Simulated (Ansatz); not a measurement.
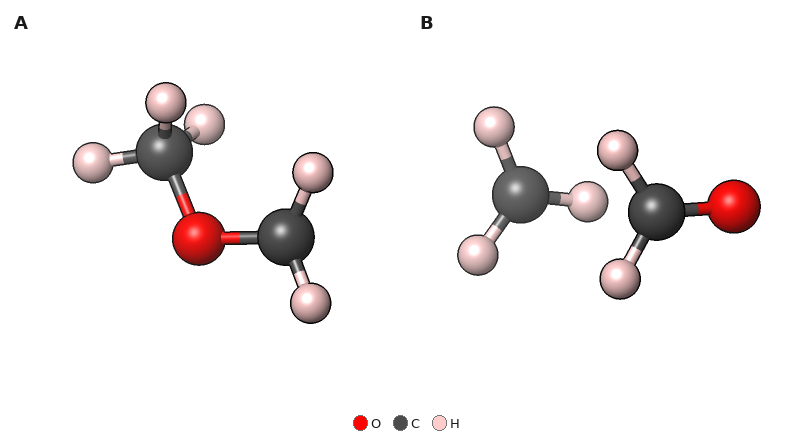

2 stationary structures of one formula. Charge 0, doublet. Geometries: PBE0-D4/def2-TZVP. Electronic energies: CCSD(T)/CBS (MP2 limit from def2-TZVPP and def2-QZVPP plus CCSD(T) − MP2) (Ansatz 0.2.0), without zero-point energy. Each is one conformer, not always the lowest.

Rank them by energy, lowest first.

A is lowest (C1, a minimum); B lies 11.9 kcal/mol above it (a minimum).
